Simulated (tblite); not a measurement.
# C3H11AsNSi: frequency calculation

- system: C3H11AsNSi, multiplicity 2
- method: GFN2-xTB harmonic vibrations, gas phase (tblite 0.8.0)

It belongs to a series of runs on one base structure; here: H removed from sp3 C.

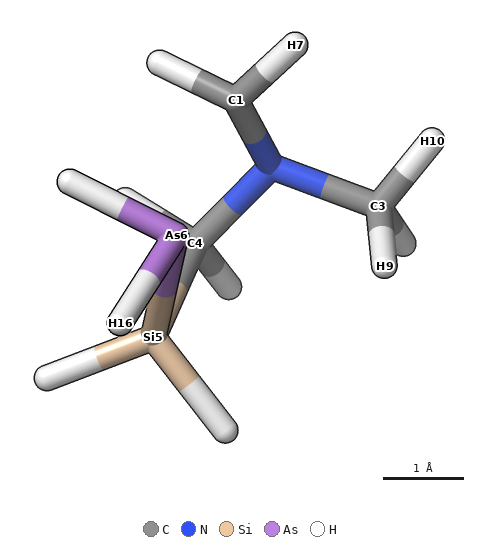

Fig. 1: The structure (stick view, seen at a tilt; atoms are numbered from 1 in the order of the input).

### The input
```
{"job": {"kind": "ir", "xc": "GFN2-xTB", "basis": "xTB"}, "charge": 0, "multiplicity": 2}
C     -0.545146    -1.487675     0.274978
N     -1.079478    -0.374810    -0.343114
C     -1.868779     0.499396     0.484031
C     -0.196692     0.295538    -1.259639
Si     1.378953     0.941782    -0.334734
As     1.614447    -0.516696     1.440138
H     -1.208301    -1.952979     0.991202
H     -0.090281    -2.185210    -0.419971
H     -1.245808     1.058435     1.196031
H     -2.593243    -0.088821     1.044992
H     -2.401164     1.211865    -0.146381
H     -0.740931     1.098304    -1.755074
H      0.103551    -0.421527    -2.025835
H      1.081252     2.327875     0.077841
H      2.433005     1.046197    -1.355287
H      3.005681     0.110227     1.775282
H      2.345936    -1.549870     0.644556
```

The first line tells a small driver script what to run in tblite; the rest is the geometry in Å.

Hardware: 1 CPU thread, shared host.

Launched with:
```bash
OMP_NUM_THREADS=1 python <driver script> task.json out
```

### Log
```
mode    cm-1     km/mol
  1      60.9      0.29
  2     109.3      0.50
  3     142.2     11.49
  4     164.0      8.00
  5     235.0      9.95
  6     325.6      1.30
  7     368.1     23.13
  8     383.5      3.59
  9     414.7     30.76
 10     424.7      3.70
 11     460.3     26.91
 12     508.9      6.81
 13     554.8      7.33
 14     619.5    124.63
 15     629.0     31.46
 16     658.6     30.54
 17     691.7     80.36
 18     784.9     38.18
 19     817.0    244.08
 20     875.9     51.80
 21     917.8     39.26
 22    1018.8    249.57
 23    1045.8      4.93
 24    1065.8      1.21
 25    1097.2     17.73
 26    1146.1     10.40
 27    1229.6     39.56
 28    1296.7      4.47
 29    1364.9     24.71
 30    1407.3      4.26
 31    1443.0     43.27
 32    1465.8      0.78
 33    1474.3     15.90
 34    1483.8     60.73
 35    1526.8   1084.68
 36    1942.9    479.57
 37    2141.7    396.41
 38    2187.1    303.86
 39    2875.6     29.93
 40    2962.9     31.43
 41    2991.6     27.03
 42    3005.4     25.15
 43    3009.8     40.91
 44    3022.9     17.42
 45    3063.2     40.34
```

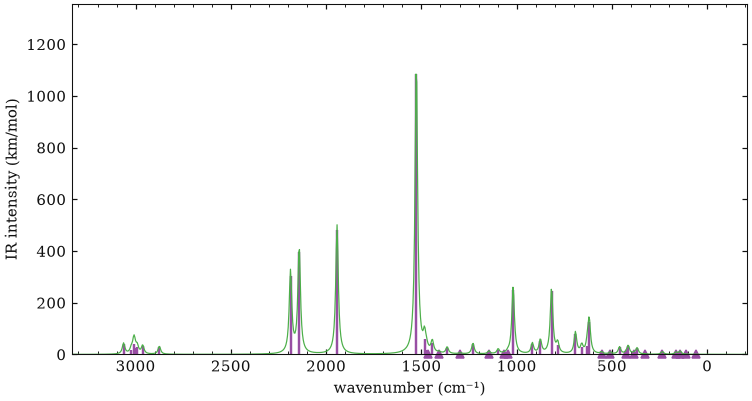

Fig. 2: Harmonic infrared spectrum, unscaled: sticks (degenerate modes added up, dark ones marked on the axis) with a Lorentzian envelope of 16 cm⁻¹ full width, scaled to the tallest stick. 45 modes from 61 to 3063 cm⁻¹, none imaginary. The strongest line is at 1527 cm⁻¹ (1085 km/mol).

### Key numbers

| quantity | value |
| --- | --- |
| outcome | converged |
| total energy | −516.6244 eV |
| zero-point energy | 79.2210 kcal/mol |
| peak memory | 0.18 GiB |
